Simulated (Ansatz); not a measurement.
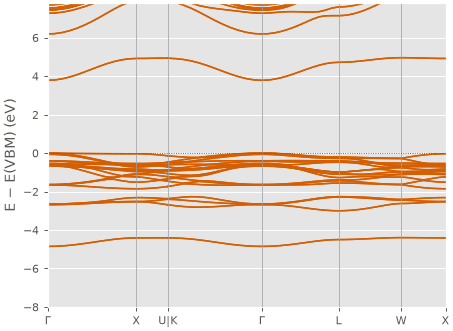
*Band structure from plane-wave PAW r²SCAN with spin–orbit coupling (Ansatz code)*

**Question.** Read off the gap and where the band edges lie.

**Answer.** About 3.8 eV (3.78 eV by a search for the band edges); maximum at Γ, minimum at Γ.

The material is Rb₂NaInCl₆ in space group Fm-3m (No. 225; Rb on 8c, Na on 4b, In on 4a, Cl on 24e).

The first step of the workflow began from a Materials Project structure, measured or hypothetical; the Crystallography Open Database copy checked does not list it. Whether it is the stable phase at ambient conditions was not checked. The r²SCAN relaxation kept the symmetry of its start; whether a distortion lowers the energy is not shown.

Potentials: the later of the program's two PAW sets.
